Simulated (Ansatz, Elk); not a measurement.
## How far do independent atoms describe Ca2La?

The structure of Ca2La used here is made up (a known structure type with other elements) and was relaxed beforehand with PBE. The aim is the Fourier transform of its all-electron density, F(hkl), set beside the sum over free spherical atoms that refinements use.

Calculated with Elk 11.2.3 (patched build); DFT, PBE, all-electron APW+lo, Dirac cores, scalar-relativistic bands, static density, no spin.

The structure was built from a prototype and need not be the compound's stable phase.

## (1) The starting structure

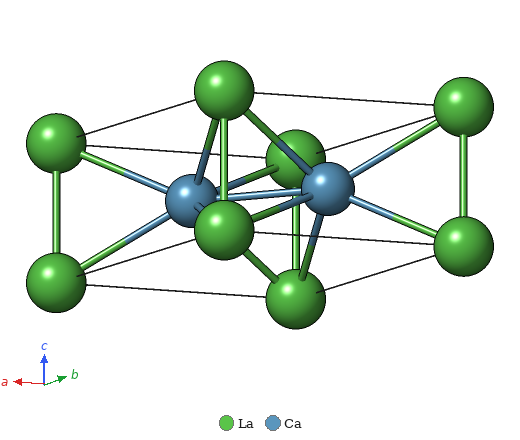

Start, viewed from a free direction; lanthanum green, calcium blue. Some periodic images of atoms are drawn too.

## (2) Ground state and structure factors

An all-electron density is needed, since X-rays see the cores too. Task 0 finds the density and task 195 Fourier-transforms it; tshift is off so that phases refer to the origin typed.

The input, elk.in:

```
tasks
  0
  195

xctype
  20

spinpol
  .false.

rgkmax
  7.0

gmaxvr
  14.0

lmaxo
  7

lmaxapw
  8

swidth
  0.002

tshift
  .false.

ramdisk
  .false.

hmaxvr
  5.5

maxscl
  120

epspot
  1e-06

sppath
  './'

avec
  11.63756470943 0.00000000000 0.00000000000
  -5.81878235472 10.07842667655 0.00000000000
  0.00000000000 0.00000000000 6.90025987058

atoms
  2
  'La.in'
  1
  -0.0000000000 -0.0000000000 0.0000000000   0.000000 0.000000 0.000000
  'Ca.in'
  2
  0.6666666667 0.3333333333 0.5000000000   0.000000 0.000000 0.000000
  0.3333333333 0.6666666667 0.5000000000   0.000000 0.000000 0.000000

ngridk
  4 4 6
```

Command:

```bash
> OMP_NUM_THREADS=4 elk
```

Numbers of over 12 decimals in the logs are rounded to 6 here.

The program printed:

```text
┌─────────────────────────┐
│ Elk code version 11.2.3 │
└─────────────────────────┘

All units are atomic (Hartree, Bohr, etc.)

┌─────────────────────────────────────────────────┐
│ Ground-state run starting from atomic densities │
└─────────────────────────────────────────────────┘

Lattice vectors :
   11.63756471       0.000000000       0.000000000
  -5.818782355       10.07842668       0.000000000
   0.000000000       0.000000000       6.900259871

Reciprocal lattice vectors :
  0.5399055098      0.3117145914      -0.000000000
   0.000000000      0.6234291828       0.000000000
   0.000000000      -0.000000000      0.9105722719

Unit cell volume      :    809.3200439
Brillouin zone volume :   0.3064921168

Muffin-tin inner radius fraction :   0.1000000000E-01

Nuclei treated as point charges

Species : 1 (La)
 parameters loaded from : La.in
 name : lanthanum
 nuclear charge    :   -57.00000000
 electronic charge :    57.00000000
 atomic mass :    253209.2366
 muffin-tin radius :    2.800000000
 number of radial points in muffin-tin :   1393
 inner part over the whole radius :   0.9924947902E-02
 number on inner part of muffin-tin    :    996
 approximate nuclear radius :   0.9226798129E-04
 number of mesh points to nuclear radius :    505
 atomic positions (lattice), magnetic fields (Cartesian) :
  1 :   0.00000000  0.00000000  0.00000000    0.00000000  0.00000000  0.00000000

Species : 2 (Ca)
 parameters loaded from : Ca.in
 name : calcium
 nuclear charge    :   -20.00000000
 electronic charge :    20.00000000
 atomic mass :    73057.72475
 muffin-tin radius :    2.400000000
 number of radial points in muffin-tin :    993
 inner part over the whole radius :   0.9970789793E-02
 number on inner part of muffin-tin    :    698
 approximate nuclear radius :   0.6614485811E-04
 number of mesh points to nuclear radius :    321
 atomic positions (lattice), magnetic fields (Cartesian) :
  1 :  -0.33333333  0.33333333  0.50000000    0.00000000  0.00000000  0.00000000
  2 :   0.33333333 -0.33333333  0.50000000    0.00000000  0.00000000  0.00000000

Total number of atoms per unit cell :    3
Total muffin-tin volume :    207.7639942
 ratio of muffin-tin to unit cell volume :   0.2567142575

Spin treatment :
 spin-unpolarised

Number of Bravais lattice symmetries :   24
Number of crystal symmetries         :   24
Crystal has inversion symmetry
Real symmetric eigensolver will be used

k-point grid :      4     4     6
k-point offset :    0.000000000       0.000000000       0.000000000
k-point set is reduced with full crystal symmetry group
Total number of k-points :       16

Muffin-tin radius times maximum |G+k| :    7.000000000
 using average radius
Maximum |G+k| for APW functions       :    2.763157895
Maximum (1/2)|G+k|²                   :    3.817520776
Maximum |G| for potential and density :    14.00000000
Constant for pseudocharge density :   10
 order of it for each species :   17  17
 order of it for pair densities of each species (exact exchange by exxq0 0: 18) :   12   8
Radial integration step length :    1

G-vector grid sizes :     54    54    32
Number of G-vectors :    37483

Maximum angular momentum used for
 APW functions            :    8
 outer part of muffin-tin :    7
 inner part of muffin-tin :    2

Total nuclear charge    :   -97.00000000
Total core charge       :    66.00000000
Total valence charge    :    31.00000000
Total excess charge     :    0.000000000
Total electronic charge :    97.00000000

Effective Wigner radius, rₛ :    1.258210536

Number of empty states         :     12
Total number of valence states :     28
Total number of core states    :     66

Third-order local-orbitals added for an l without core states : T
Total number of local-orbitals :     29

Exchange-correlation functional :     20     0     0
 Perdew-Burke-Ernzerhof, Phys. Rev. Lett. 77, 3865 (1996)
 gradient requirement :    1
 generalised gradient approximation (GGA)

Smearing type :    3
 Fermi-Dirac
Smearing width :   0.2000000000E-02
[...]
exchange                    :     -271.73020357734
 correlation                 :     -4.764810
 electron entropic           :    -0.16756645311906E-02
 total energy                :     -9859.3296995352

Density of states at Fermi energy :    129.4600122
 (states/Hartree/unit cell)

Estimated indirect band gap :   0.1753124838E-02
 from k-point 6 to k-point 12
Estimated direct band gap   :   0.1102459815E-01
 at k-point 6

Charges :
 core                        :    66.00000000
 valence                     :    31.00000000
 interstitial                :    6.114560432
 muffin-tins (core leakage)
  species : 1 (La)
   atom 1                    :    54.65965969     (  0.2201078655E-03)
  species : 2 (Ca)
   atom 1                    :    18.11288994     ( -0.1989862000E-06)
   atom 2                    :    18.11288994     ( -0.1989862000E-06)
 total in muffin-tins        :    90.88543957
 total calculated charge     :    96.99982394
 total charge                :    97.00000000
 error                       :   0.1760596503E-03

RMS change in Kohn-Sham potential (target) :   0.2430082747     (  0.1000000000E-05)
Absolute change in total energy (target)   :   0.3678471669     (  0.1000000000E-03)

[... loops 3 to 13 left out ...]

┌──────────────────┐
│ Loop number : 14 │
└──────────────────┘

Energies :
 Fermi                       :     0.167991
 sum of occupied eigenvalues :     -6046.5571289687
 electron kinetic            :      10464.970571011
 core electron kinetic       :      10321.645009693
 Coulomb                     :     -20047.035105564
 Coulomb potential           :     -16151.414970060
 nuclear-nuclear             :     -795.60158676160
 electron-nuclear            :     -22363.663755867
 Hartree                     :      3112.2302370649
 Madelung                    :     -11971.327620534
 xc potential                :     -360.11272991922
 exchange                    :     -271.61257585942
 correlation                 :     -4.762989
 electron entropic           :    -0.17201903787418E-02
 total energy                :     -9858.4418197908

Density of states at Fermi energy :    132.9487792
 (states/Hartree/unit cell)

Estimated indirect band gap :   0.2215580409E-02
 from k-point 5 to k-point 10
Estimated direct band gap   :   0.4029943922E-02
 at k-point 14

Charges :
 core                        :    66.00000000
 valence                     :    31.00000000
 interstitial                :    6.226674406
 muffin-tins (core leakage)
  species : 1 (La)
[...]
species : 2 (Ca)
[...]
total in muffin-tins        :    90.77332559
 total calculated charge     :    96.99982904
 total charge                :    97.00000000
 error                       :   0.1709615781E-03

RMS change in Kohn-Sham potential (target) :   0.7105719565E-06 (  0.1000000000E-05)
Absolute change in total energy (target)   :   0.3479637599E-05 (  0.1000000000E-03)

Convergence targets achieved

┌──────────────────┐
│ Loop number : 15 │
└──────────────────┘

Energies :
 Fermi                       :     0.167991
 sum of occupied eigenvalues :     -6046.5571340448
 electron kinetic            :      10464.970579497
 core electron kinetic       :      10321.645016317
 Coulomb                     :     -20047.035117351
 Coulomb potential           :     -16151.414956092
 nuclear-nuclear             :     -795.60158676160
 electron-nuclear            :     -22363.663794075
 Hartree                     :      3112.2302634854
 Madelung                    :     -11971.327639305
 xc potential                :     -360.11275744880
 exchange                    :     -271.61257630094
 correlation                 :     -4.762989
 electron entropic           :    -0.17201906678332E-02
 total energy                :     -9858.4418235520

Density of states at Fermi energy :    132.9488675
 (states/Hartree/unit cell)

Estimated indirect band gap :   0.2215641180E-02
 from k-point 5 to k-point 10
Estimated direct band gap   :   0.4029938212E-02
 at k-point 14

Charges :
 core                        :    66.00000000
 valence                     :    31.00000000
 interstitial                :    6.226673959
 muffin-tins (core leakage)
  species : 1 (La)
   atom 1                    :    54.52121608     (  0.2163777652E-03)
  species : 2 (Ca)
   atom 1                    :    18.12605498     ( -0.1987947211E-06)
   atom 2                    :    18.12605498     ( -0.1987947211E-06)
 total in muffin-tins        :    90.77332604
 total calculated charge     :    96.99982904
 total charge                :    97.00000000
 error                       :   0.1709610776E-03

┌──────────────────────────────┐
│ Self-consistent loop stopped │
└──────────────────────────────┘

Warning : core states of species 1 leak from the muffin-tin :   0.2163777652E-03

Wrote STATE.OUT
```

The job ended after 16 s (4 threads of Arm Neoverse V2, shared host; peak memory 0.18 GiB; 31 s of CPU time).

SFACRHO.OUT:

```text

h k l indices transformed by vhmat matrix:
   1.000000000       0.000000000       0.000000000    
   0.000000000       1.000000000       0.000000000    
   0.000000000       0.000000000       1.000000000    

      h      k      l  multipl.   |H|            Re(F)            Im(F)           |F|

      0      0      0      1   0.0000000       97.000000      0.25789065E-16   97.000000    
     -1      0      0      6  0.62342918       34.997296      -0.0000000       34.997296    
      0      0      1      2  0.91057227       16.991188      0.18113327E-13   16.991188    
     -2      1      0      6   1.0798110       78.421607     -0.24836667E-15   78.421607    
     -1      1     -1     12   1.1035424       62.677788      0.16847358E-13   62.677788    
     -2      0      0      6   1.2468584       31.382861      -0.0000000       31.382861    
      1     -2      1     12   1.4124920       16.405036     -0.22492399E-14   16.405036    
      0      2     -1     12   1.5439552       56.740582      0.56157859E-14   56.740582    
      1     -3      0     12   1.6494386       29.129027     -0.11231572E-13   29.129027    
      0      0      2      2   1.8211445       65.411542     -0.28632765E-13   65.411542    
      3     -3      0      6   1.8702875       64.634193      0.19477358E-15   64.634193    
     -2     -1      1     24   1.8840885       52.313223     -0.56157859E-14   52.313223    
      0     -1     -2     12   1.9248978       27.801070     -0.25271037E-13   27.801070    
      0      3     -1     12   2.0801724       15.688684     -0.79535830E-14   15.688684    
     -1      2      2     12   2.1172055       60.851755     -0.39788776E-13   60.851755    
      2     -4      0      6   2.1596220       60.179288      0.19841016E-13   60.179288    
      2     -2     -2     12   2.2070848       26.576106     -0.22463144E-13   26.576106    
      4     -1      0     12   2.2478059       26.372765      -0.0000000       26.372765
```

Elk indexes on the primitive cell of elk.in and gives |H| = 4π sin θ/λ in inverse bohr. Below, one row stands for each form hkl of the conventional cell (m members, Friedel mates merged), F is for one primitive cell and the density is static (no thermal factor). Free-atom factors are Waasmaier and Kirfel's, and R is Σm||F|−|F'||/Σm|F|.

```
hkl   m  sin θ/λ (Å⁻¹)  abs F, DFT  neutral atoms   diff.
100   6          0.094      34.997         34.866  +0.131
001   2          0.137      16.991         17.171  -0.180
110   6          0.162      78.422         78.419  +0.002
101  12          0.166      62.678         62.718  -0.041
200   6          0.188      31.383         31.388  -0.005
111  12          0.212      16.405         16.489  -0.084
201  12          0.232      56.741         56.594  +0.146
210  12          0.248      29.129         29.169  -0.040
002   2          0.274      65.412         65.348  +0.064
300   6          0.281      64.634         64.555  +0.079
211  24          0.283      52.313         52.222  +0.091
102  12          0.289      27.801         27.804  -0.003
301  12          0.313      15.689         15.694  -0.005
112  12          0.318      60.852         60.772  +0.080
```

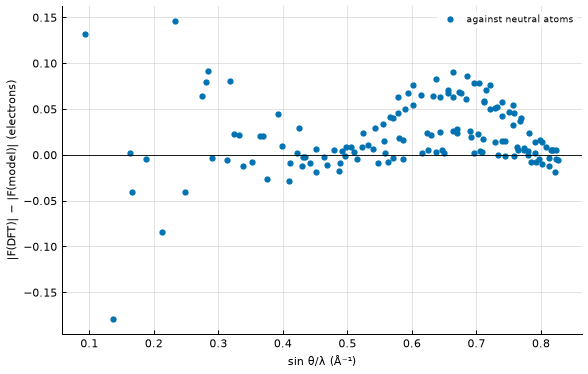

Difference between the calculated structure factors and the independent-atom ones.

## (3) The highest occupied states alone

An energy window below the Fermi level keeps the highest occupied states, to see at which angles they scatter; shallow core shells can lie inside it and anion s states outside. No new self-consistency is needed.

elk.in, as its differences from that of step 2:

```diff
@@ -1,3 +1,2 @@
 tasks
-  0
   195
@@ -40,2 +39,5 @@
 
+wsfac
+  -0.199500 0.467990
+
 sppath
```

Command:

```bash
> OMP_NUM_THREADS=4 elk
```

The program printed:

```text
┌─────────────────────────────────┐
│ Elk code version 11.2.3 started │
└─────────────────────────────────┘

Info(readinput): the functional depends on the density's gradient
 muffin-tin radial points multiplied by    2.00000
 (not where nrmtscf is given)

┌────────────────────┐
│ Current task : 195 │
└────────────────────┘

Info(sfacrho): density structure factors written to SFACRHO.OUT

 Energy window :  -0.1995000000      0.4679900000

┌──────────────────┐
│ Elk code stopped │
└──────────────────┘
```

Run time: 9.2 s. Hardware: 4 threads; peak memory 0.17 GiB; 11 s of CPU time.

States within 10 eV below the Fermi level hold 7.00 electrons; any levels below the window count with the cores. Their amplitudes can exceed the total, where window and core parts have opposite phase:

```
hkl  sin θ/λ (Å⁻¹)  abs F, window  abs F, all
100          0.094          0.488      34.997
001          0.137          0.060      16.991
110          0.162          0.065      78.422
101          0.166          0.035      62.678
200          0.188          0.095      31.383
111          0.212          0.005      16.405
201          0.232          0.158      56.741
210          0.248          0.042      29.129
002          0.274          0.125      65.412
300          0.281          0.147      64.634
```

[end of part 1 of 2]

[Logs are printed without paths, hosts, clocks, repeated set-up lines and the standing remarks that a program may print on its own settings, such as how far it seeks lower states.]

[Hosts, paths, dates, database ids (printed as entryN), source tags and the programs' standing remarks are cut or masked in the printed files.]
